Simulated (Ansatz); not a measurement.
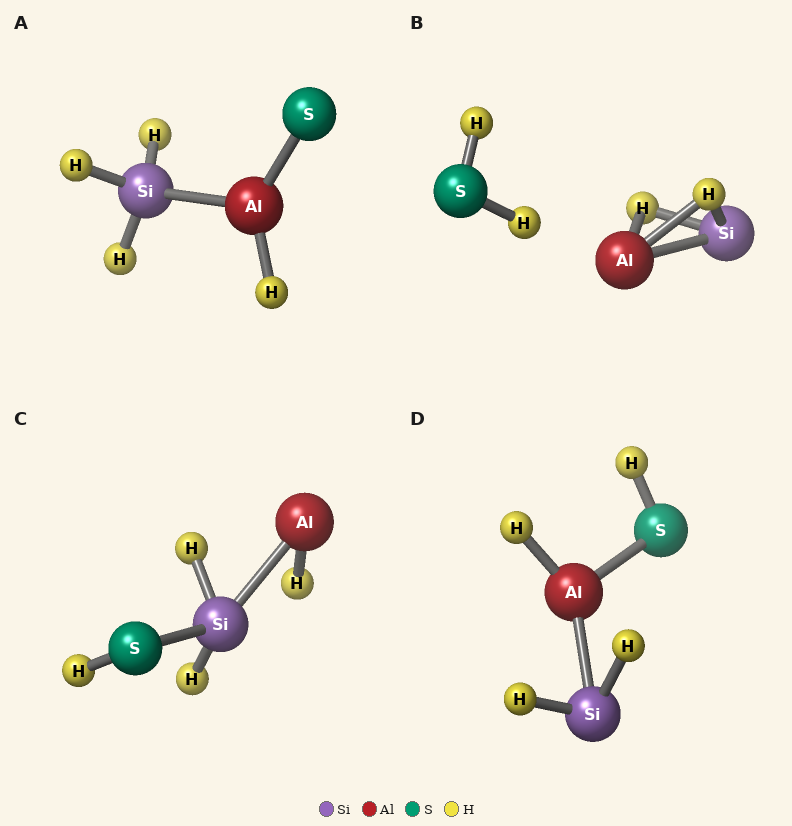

4 stationary structures of one formula. The species has charge −1 and is a spin singlet. Geometries: PBE-D4/def2-SVPD. Electronic energies: PBE-D4/def2-SVPD (Ansatz 0.2.0), without zero-point energy. No frequency run is at hand to confirm each as a minimum. Each is one conformer, not always the lowest.

Question: Which structure is the most stable?

Answer: A is lowest; D lies 89.8 kJ/mol above it (C1), C lies 176.1 kJ/mol above it (C1), B lies 270.0 kJ/mol above it.
